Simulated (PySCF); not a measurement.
# C$_{4}$H$_{7}$BOSi$_{2}$: what the fields show

The calculation's input:

```
{"job": {"kind": "uv", "xc": "PBE0", "basis": "def2-SVPD", "nstates": 8, "ntriplets": 3}, "charge": 0, "multiplicity": 1}
B     -2.732136    -0.013658     0.687365
C     -1.258609     0.209286     0.418646
C     -0.135243     0.225965     1.147152
Si     1.448549     0.583757     0.193151
C      2.614973    -0.851601     0.129475
C      3.377611    -1.780464     0.107253
O      0.733351     0.749972    -1.295158
Si    -0.874530     0.556200    -1.435301
H     -3.194208    -1.085380     0.587636
H     -3.432244     0.899349     0.910034
H     -0.166298     0.044191     2.214114
H      2.141616     1.843230     0.447894
H      4.042832    -2.595751     0.080803
H     -1.437526     1.813533    -1.916284
H     -1.132553    -0.590638    -2.298693
```

Run with:

```sh
OMP_NUM_THREADS=1 python probes_run.py task.json out
```

Geometry: GFN2-xTB.

Theory: PBE0/def2-SVPD, SCF density, gas phase in PySCF.

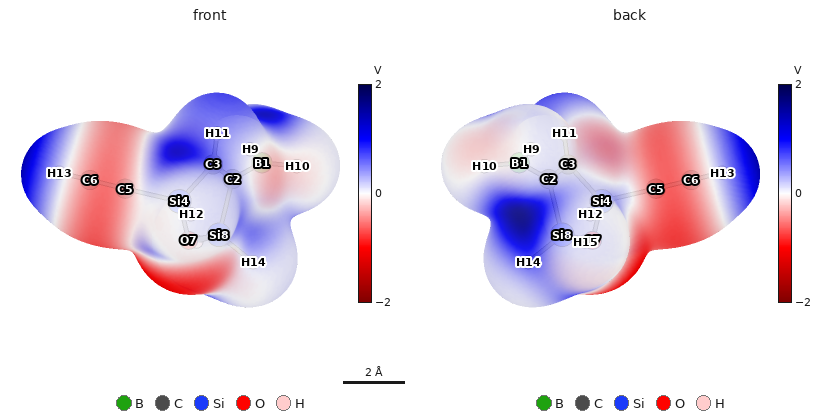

Figure 1. The electrostatic potential painted on the density surface at 0.001 e/bohr³, seen from the front and from behind; the colour scale runs from red (negative) to blue (positive).

Q: Describe the electrostatic potential map.

A: The most negative region (about −1.0 V) lies over O7, the most positive (about +1.6 V) over B1 and Si8. O7 is the likeliest acceptor of a hydrogen bond.

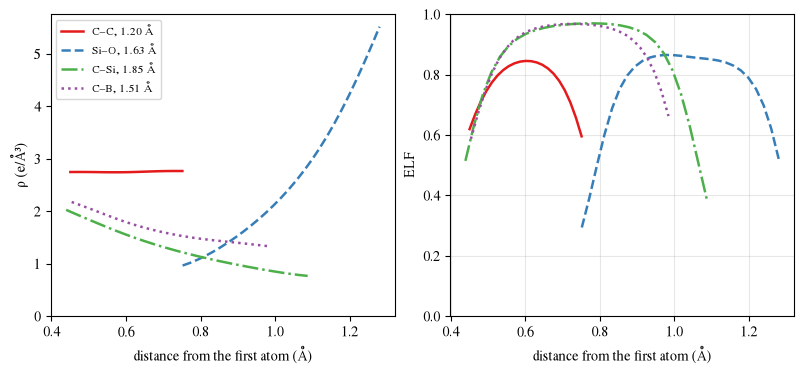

Figure 2. Electron density and electron localisation function along straight lines between neighbouring atoms. The curves leave out the atomic cores.

Q: Compare the contacts.

A: C–C (1.20 Å): the density is about 2.7 e/Å³ at the midpoint; the ELF peaks at about 0.85 between the atoms (a multiple bond).
Si–O (1.63 Å): the density is about 1.1 e/Å³ at the midpoint; the ELF peaks at about 0.85 between the atoms: a short, strongly polar bond.
C–Si (1.85 Å): ρ is about 0.94 e/Å³ halfway; the ELF peaks at about 0.95 between the atoms, as expected for a shared electron pair.
C–B (1.51 Å): ρ is about 1.5 e/Å³ halfway; the ELF peaks at about 0.95 between the atoms, as expected for a covalent bond.
